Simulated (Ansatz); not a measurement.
C₂H₃AlClF (SMILES C=[C](F)[AlH][Cl])

```yaml
atoms:
  - { symbol: C, position_ang: [-0.2467, 0.4537, 1.2932] }
  - { symbol: C, position_ang: [0.6194, -0.0665, 0.4081] }
  - { symbol: F, position_ang: [1.8775, -0.3489, 0.8266] }
  - { symbol: Al, position_ang: [0.1347, -0.4271, -1.4508] }
  - { symbol: Cl, position_ang: [1.5670, -1.2313, -2.7620] }
  - { symbol: H, position_ang: [0.0395, 0.6514, 2.3329] }
  - { symbol: H, position_ang: [-1.2678, 0.6900, 0.9802] }
  - { symbol: H, position_ang: [-1.3222, -0.1148, -1.9622] }
```

All numbers below come from Ansatz, RKS r2SCAN/def2-SVP.

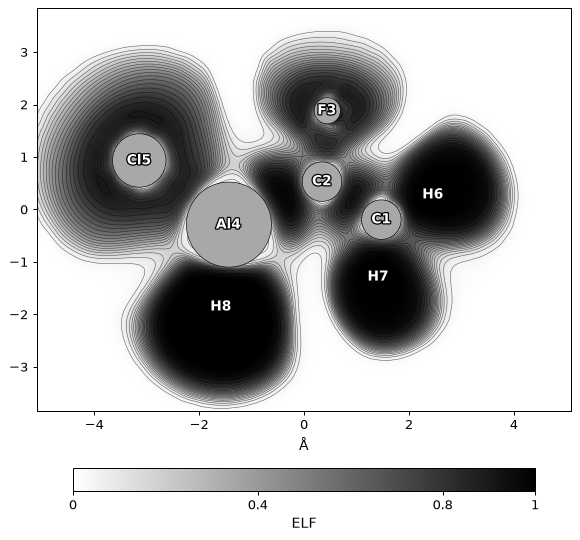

Figure 1. ELF on the molecular plane. Grey discs cover the atomic cores.

Question: Read the bonding off the picture.

Answer:
- Atoms in the plane: C, F, Al, Cl and H.
- C–C (1.34 Å): the ELF peaks at about 0.95 between the atoms; a multiple bond.
- C–F (1.36 Å): the ELF peaks at about 0.85 between the atoms, as expected for a polar covalent bond.
- C–Al (1.95 Å): the ELF peaks at about 1 between the atoms, as expected for a shared but strongly polarised pair.
- Al–Cl (2.10 Å): the ELF peaks at about 0.85 in the valence shell of Cl, 0.9 Å from its nucleus, and is about 0.80 at the midpoint.
- C–H (1.09 Å): the ELF climbs to about 1 towards the hydrogen, as it does in any bond to H (a covalent bond by its length).
- The ELF also peaks beside Cl5 and F3, away from the bonds: lone-pair regions.

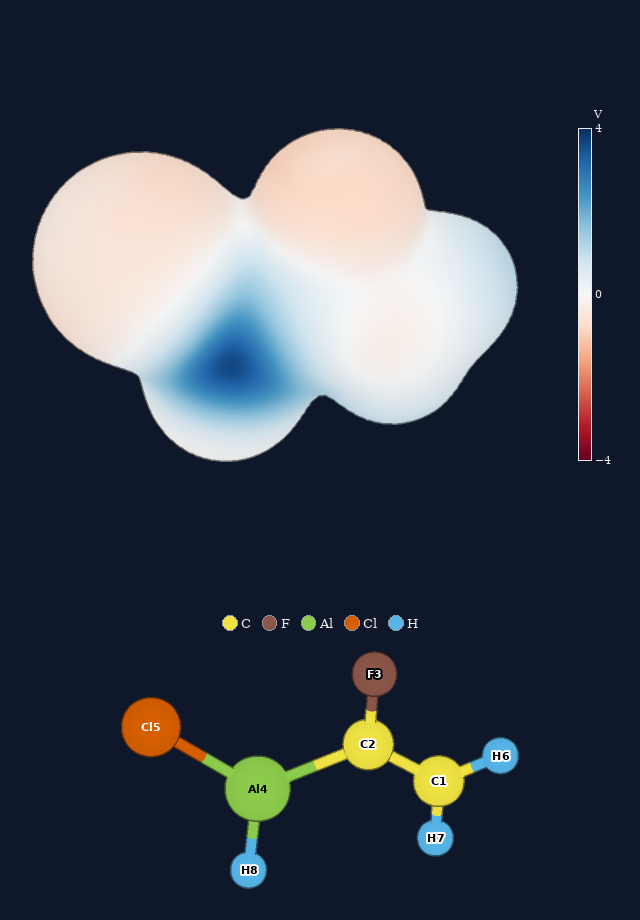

Figure 2. The molecular electrostatic potential painted on the density surface at 0.002 e/bohr³, seen at a tilt; red is negative and blue positive. The bare structure is drawn below in the same view.

Question: Describe the electrostatic potential map.

Answer: The most negative region (about −0.8 V, or −18 kcal/mol for a unit charge) lies over F3, the most positive (about +3.5 V, or +81 kcal/mol for a unit charge) over Al4.

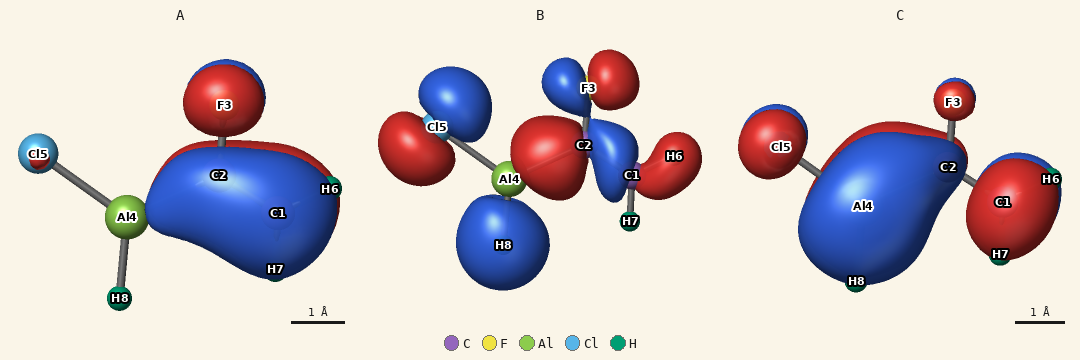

Figure 3. Three frontier orbitals at ±0.08 Å⁻³ᐟ² (red and blue are the two phases), in no order.

Question: Which picture is the HOMO−1, the HOMO and the LUMO?

Answer: B is the HOMO−1 (−7.46 eV). It lies mainly on C2 (about 25 %), Cl5 (about 20 %), F3 (about 20 %), Al4 (about 15 %), H8 (about 15 %) and C1 (about 5 %); it is symmetric in the molecular plane (an in-plane orbital: σ, lone-pair or in-plane π type). A is the HOMO (−6.91 eV). It lies mainly on C1 (about 40 %), C2 (about 30 %) and F3 (about 20 %); it changes sign across the molecular plane (π type); π-bonding across C1–C2; π-antibonding (a node) across C2–F3. C is the LUMO (−2.35 eV). Its weight (Hirshfeld) is mainly on Al4 (about 50 %), C1 (about 20 %), C2 (about 15 %) and Cl5 (about 5 %); it changes sign across the molecular plane (π type); π-antibonding (a node) across C1–C2.

Question: What is the HOMO–LUMO gap?

Answer: 4.56 eV between the orbital energies.
